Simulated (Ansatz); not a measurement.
**SbCl3 (antimony trichloride): the energy, rung by rung**

SbCl3 has 4 atoms, charge 0, and is taken as a singlet. As SMILES, `[Cl][Sb]([Cl])[Cl]`. The shape is that of a PBE0-D4/def2-TZVP optimisation.

```xyz
4

Cl    0.4866    0.2837    1.9650
Sb    0.8059   -0.2239   -0.2908
Cl   -0.9439   -1.7527   -0.5125
Cl   -0.2930    1.6325   -1.1821
```

Each level gives the energy change with the Cl1–Sb2 bond stretched from 2.334 to 2.684 Å (eV). The values are calculated.

| level | kind | program | value (eV) | less CCSD(T)/def2-SVPD |
| --- | --- | --- | --- | --- |
| PBE/def2-SVPD (core potential) (restricted) | GGA | Ansatz | 0.25 | -0.07 |
| revPBE/def2-SVPD (core potential) (restricted) | GGA | Ansatz | 0.21 | -0.11 |
| r2SCAN/def2-SVPD (core potential) (restricted) | meta-GGA | Ansatz | 0.34 | +0.02 |
| CAM-B3LYP/def2-SVPD (core potential) (restricted) | range-separated hybrid | Ansatz | 0.39 | +0.07 |
| wB97M-V/def2-SVPD (core potential) (restricted) | range-separated hybrid | Ansatz | 0.44 | +0.12 |
| wB97X/def2-SVPD (core potential) (restricted) | range-separated hybrid | Ansatz | 0.43 | +0.11 |
| CCSD(T)/def2-SVPD (core potential) (restricted) | coupled cluster or CI | Ansatz | 0.32 | 0.00 |
| CCSD/def2-SVPD (core potential) (restricted) | coupled cluster or CI | Ansatz | 0.35 | +0.03 |

Differences are taken from CCSD(T)/def2-SVPD (core potential) (restricted) for orientation; it has basis-set and higher-order errors of its own. The first shape isn't each level's own minimum. The values span 0.21 to 0.44 eV. In the correlated wave-function rows the outer d shell of Sb is correlated, in sets not made for it.

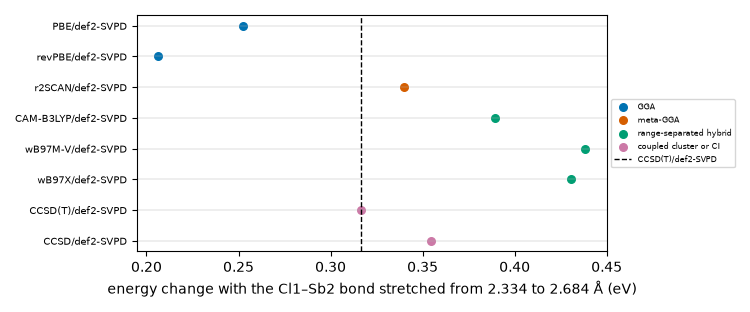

The values of the table, level by level.
